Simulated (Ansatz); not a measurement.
# Calculations on CH7Si2

**1. Relaxation**

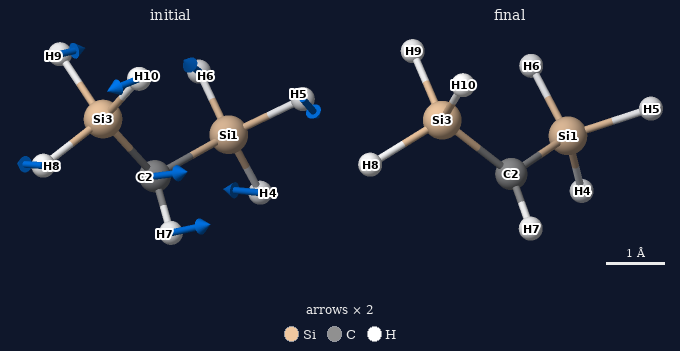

The structure of CH7Si2 (charge −1) before (left) and after (right) a relaxation, at one scale. The blue arrows give the displacements, 2 times their true length.

Style: ball-and-stick. Shown from a free direction.

The run prepares an end point of a later path (torsion) calculation, from a guessed geometry.

Computed with RKS B3LYP-D4/cc-pVDZ in Ansatz. (no spin polarisation; force threshold 0.015 eV/Å; at most 40 steps)

> Describe what moved and what it gained.

The energy falls by 0.084 eV in 11 geometry steps. Largest force component: 0.65 eV/Å at the start, 0.0046 eV/Å at the end. The atom that moves furthest after the best rigid fit is H7 (0.48 Å). By element the largest moves are H 0.48 Å, C 0.40 Å, Si 0.03 Å. Among the contacts that change: Si1–H4 1.498 → 1.532 Å, Si1–H5 1.517 → 1.543 Å, C2–Si3 1.824 → 1.799 Å, Si1–H6 1.491 → 1.516 Å. Among the angles between lasting bonds that change: Si1–C2–H7 112.5° → 116.7°, C2–Si1–H5 125.1° → 121.1°, C2–Si1–H4 111.4° → 115.1°. Groups turn about Si1–C2 by about 25°, C2–Si3 by about 25°. The run took 43 s on 1 thread of Arm Neoverse V1 (shared host), peak memory 0.16 GiB.

**2. Relaxation**

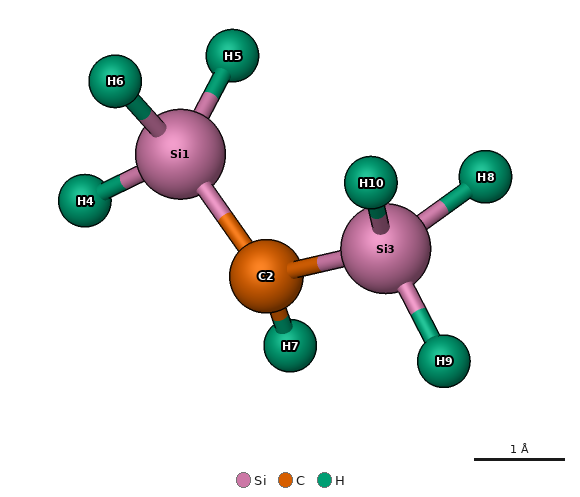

Starting structure of CH7Si2 (charge −1). A ball-and-stick model, seen from a free direction.

The run prepares an end point of a later path (torsion) calculation, from a guessed geometry.

Computed with RKS B3LYP-D4/cc-pVDZ in Ansatz.

Input file:
```yaml
crystal:
  periodic: [false, false, false]
  atoms:
    - { symbol: Si, position_ang: [-1.10862, 0.88093, -0.7409] }
    - { symbol: C, position_ang: [-0.34189, -0.68602, -0.20833] }
    - { symbol: Si, position_ang: [1.13874, -0.72171, 0.85647] }
    - { symbol: H, position_ang: [-2.33856, 0.63796, -1.56123] }
    - { symbol: H, position_ang: [-0.43032, 1.93834, -1.591] }
    - { symbol: H, position_ang: [-1.57203, 1.71269, 0.40691] }
    - { symbol: H, position_ang: [-0.29526, -1.42656, -1.0175] }
    - { symbol: H, position_ang: [2.31128, -0.07147, 0.18728] }
    - { symbol: H, position_ang: [1.59326, -2.10829, 1.16355] }
    - { symbol: H, position_ang: [1.24221, -0.08851, 2.23055] }
total_charge: -1
basis:
  gaussian: { orbitals: cc-pVDZ }
hamiltonian:
  xc: b3lyp
  dispersion: d4
relax:
  f_tol: 0.015
  max_steps: 40
output:
  orbitals: {}
```

Launched with:
```bash
ansatz run input.yaml --threads 1 --pin off --max-ram 2048MiB --backend cpu --events-out ev --progress --plain --runs-dir out
```

Q: Where does the relaxation end?

A: Over 10 geometry steps the energy falls by 5.51 kcal/mol. Largest force component: 0.83 eV/Å at the start, 0.012 eV/Å at the end. The forces were under the threshold at step 6, but the run went on from there. The atom that moves furthest after the best rigid fit is H8 (0.58 Å). By element the largest moves are H 0.58 Å, C 0.40 Å, Si 0.08 Å. Near-neighbour distances that change, for instance: Si3–H8 1.498 → 1.543 Å, Si3–H9 1.491 → 1.532 Å, Si1–H4 1.498 → 1.532 Å, Si1–H5 1.517 → 1.543 Å. Among the angles between lasting bonds that change: C2–Si3–H10 125.2° → 112.2°, C2–Si3–H8 111.5° → 121.2°, H8–Si3–H9 104.9° → 99.3°. Groups turn about Si1–C2 by about 25°, C2–Si3 by about 25°.

The structure at the end:

```xyz
10

Si   -1.1315    0.8644   -0.7216
C    -0.0819   -0.5788   -0.4910
Si    1.1749   -0.7305    0.7880
H    -2.5683    0.5593   -1.1562
H    -0.7825    1.9491   -1.7618
H    -1.2755    1.6761    0.5506
H    -0.0161   -1.2843   -1.3345
H     2.6583   -0.4277    0.4909
H     1.3243   -2.1322    1.3875
H     0.8969    0.1719    1.9739
```

After the run, drawn alike:

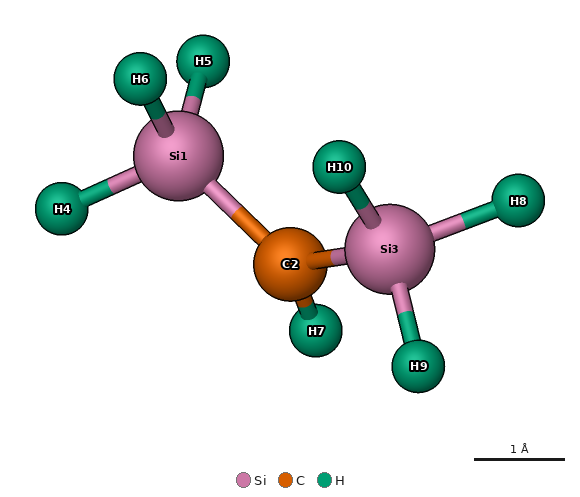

**3. Path**

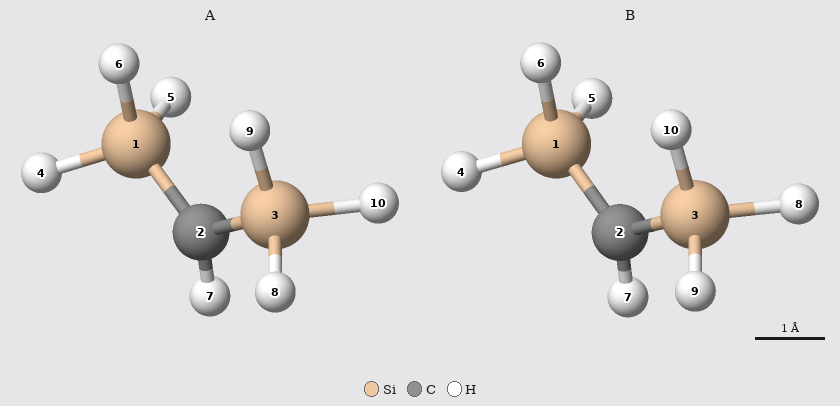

The two relaxed end points of a path for CH$_{7}$Si$_{2}$ (charge −1). The picture is a ball-and-stick view, seen from a free direction.

Method: RKS B3LYP-D4/cc-pVDZ (Ansatz 0.2.0).

Run with 5 movable images; climbing image; force threshold 0.05 eV/Å; iteration limit 60.

Start:
```xyz
10

Si   -1.1243    0.8607   -0.7367
C    -0.0699   -0.5739   -0.4778
Si    1.1214   -0.7412    0.8601
H    -2.5377    0.5466   -1.2371
H    -0.7413    1.9600   -1.7488
H    -1.3315    1.6558    0.5371
H     0.0399   -1.2669   -1.3271
H     1.2434   -2.1503    1.4483
H     0.7828    0.1450    2.0424
H     2.6172   -0.4358    0.6395
```

End:
```xyz
10

Si   -0.9826    0.9187   -0.8566
C    -0.3565   -0.6341   -0.1974
Si    1.0451   -0.7739    0.9226
H    -2.5049    0.9920   -1.0096
H    -0.5680    1.4186   -2.2560
H    -0.6242    2.0996    0.0238
H    -0.6687   -1.5548   -0.7154
H     2.4579   -1.1042    0.3978
H     0.9165   -1.8659    1.9892
H     1.2854    0.5041    1.7016
```

> What barrier does the band find between them, and by what path?

The barrier is about 1.25 kcal/mol in both directions, with image 3 at the top; the ends have the same energy. The motion is a rotation about the C2–Si3 bond by about 120°. No bond forms or breaks between the ends. Bond angles that change up to the highest image, for instance: C2–Si3–H9 112.2° → 119.1°, C2–Si3–H8 115.1° → 111.1°. The band converged in 23 iterations. The largest component of the band force went from 3.4 to 0.044 eV/Å. The climbing image converged on the top of the path. Its vibrational analysis gives one imaginary mode (163i cm⁻¹), as a transition state must have.

Energies of the converged images:

```csv
image,path (Å),E (kcal/mol)
0,0.00,0.00
1,0.60,0.27
2,1.21,0.88
3,1.81,1.25
4,2.81,0.46
5,3.80,0.03
6,4.79,0.00
```

The geometry at the top of the path:

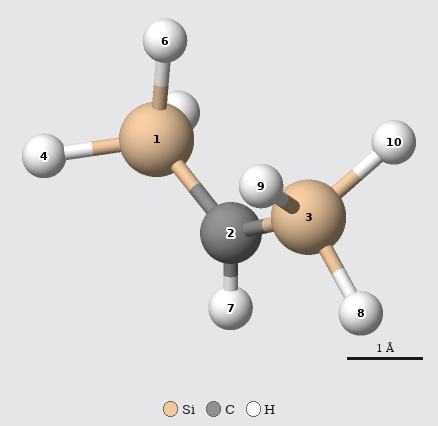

Cost: 5.6 min on 1 thread of Arm Neoverse V1, with other jobs on the host, peak memory 0.26 GiB.
